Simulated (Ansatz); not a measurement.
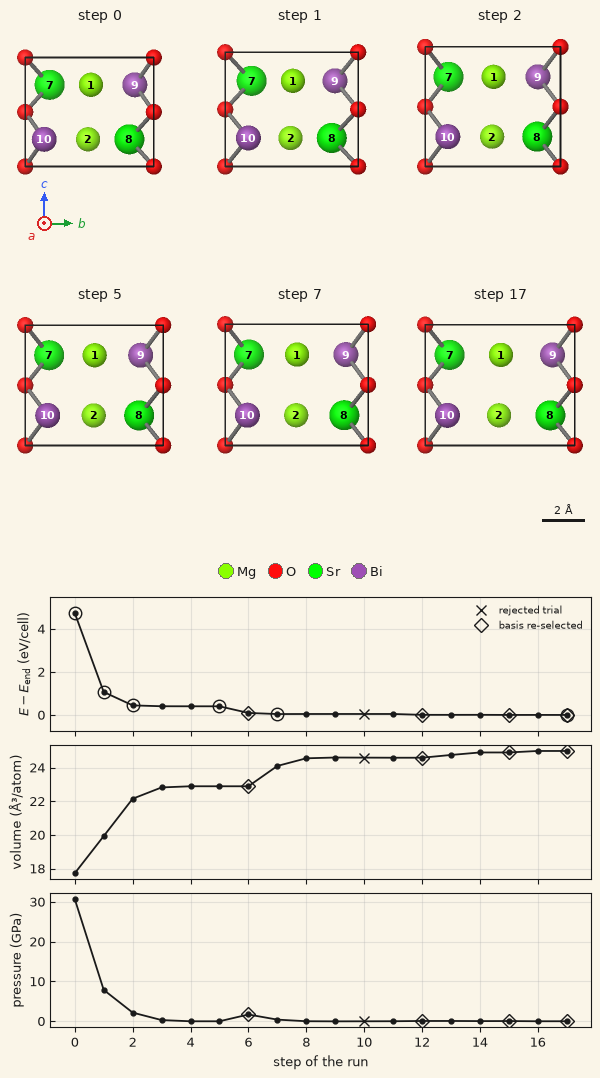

Frames of a relaxation of a crystal of SrMgBiO₂ (a generated structure, set up in Cmcm), marked on the history of the run. The picture is a ball-and-stick view of the cell of the calculation, seen along the a axis.

The start is a swapped structure.

Computed with DFT, PAW plane waves, PBE in Ansatz 0.2.0.

Input
```yaml
crystal:
  lattice:
    - [5.399728, 0.0, 0.0]
    - [2.699864, -6.222611, 0.0]
    - [0.0, 0.0, -5.274672]
  atoms:
    - { symbol: Mg, position: [0.7445, 0.511, 0.75] }
    - { symbol: Mg, position: [0.2555, 0.489, 0.25] }
    - { symbol: O, position: [0.247, 0.0, 0.0] }
    - { symbol: O, position: [0.753, 0.0, 0.5] }
    - { symbol: O, position: [0.753, 0.0, 0.0] }
    - { symbol: O, position: [0.247, 0.0, 0.5] }
    - { symbol: Sr, position: [0.405, 0.19, 0.75] }
    - { symbol: Sr, position: [0.595, 0.81, 0.25] }
    - { symbol: Bi, position: [0.0739, 0.8522, 0.75] }
    - { symbol: Bi, position: [0.9261, 0.1478, 0.25] }
  symmetry: { tolerance: 0.0003 }
kpoints:
  mp_grid: { grid: [5, 5, 4], shift: [0, 0, 0] }
magnetization:
  spin_polarized: false
scf:
  occupations: { method: fermi_dirac }
  lower_state_search: "off"
hamiltonian:
  pseudopotentials: { kind: paw }
  xc: pbe
basis:
  ecutwfc: 420
  fft_grid_basis: typed
relax:
  max_steps: 80
  cell: { p_target: 0.0 }
  f_tol: 0.03
output:
  forces: true
  stress: true
  eigenvalues: true
  bader: true
  populations: true
  elf: true
  write_potential: true
  volumetric_format: npy
  dos:
    e_range: [-12, 8]
    de: 0.05
    projected: { site_lists: { Bi: [Bi], Mg: [Mg], O: [O], Sr: [Sr] } }
  write_density: true
checkpoint:
  read: saved_state
```

Launched with:
```bash
ansatz run input.yaml --threads 2 --pin off --max-ram 3584MiB --backend cpu --events-out ev --progress --plain --runs-dir out
```

### Describe the path.

The largest moves relative to the cell, 0.20 Å, are those of Sr7 and Sr8. Sr7 goes along [1 −2 0]. Largest moves by element: Sr 0.20 Å, O 0.08 Å, Mg 0.03 Å, Bi 0.01 Å. The drawn cell changes as follows: a 5.400 → 5.905 Å (+9.4 %), b 6.783 → 7.816 Å (+15.2 %), c 5.275 → 5.848 Å (+10.9 %), γ 66.5° → 67.8°; the volume changes by +41.0 %. Among the contacts that change: Mg1–Sr8 3.228 → 3.778 Å, Mg1–Sr7 3.358 → 3.859 Å, Sr7–Bi9 3.422 → 3.715 Å, O3–Sr7 2.237 → 2.453 Å. Among the angles between lasting bonds that change: O3–Sr8–O4 116.2° → 122.5°, Bi9–O6–Bi10 100.6° → 105.7°, O3–Bi9–O5 79.4° → 74.3°. The space group stays Cmcm (No. 63). The energy falls by 4.734 eV per cell of the calculation in 12 accepted moves (17 points after the start). The largest force component goes from 6 to 0.01 eV/Å. The pressure goes from 30.70 to −0.01 GPa. The line search rejected the trial step at point 10 of the run. At 4 points the geometry stayed and the basis and grid were re-selected for the new cell (energy shift of 0.308 eV per cell of the calculation at most each time). Cost: 5.1 min on 2 threads of Arm Neoverse V1, on a shared host, peak memory 0.7 GiB. From step 0 to 1: Bi atoms move most (0.17 Å), volume +12.4 %, energy −3.668 eV per cell of the calculation. From step 1 to 2: Sr atoms move most (0.18 Å), volume +11.1 %, energy −0.622 eV per cell of the calculation. From step 2 to 5: Bi atoms move most (0.03 Å), volume +3.3 %, energy −43.1 meV per cell of the calculation. From step 5 to 7: Sr and Bi atoms move most (0.05 Å), volume +5.3 %, energy −0.360 eV per cell of the calculation. From step 7 to 17: Bi atoms move most (0.05 Å), volume +3.7 %, energy −41.4 meV per cell of the calculation.
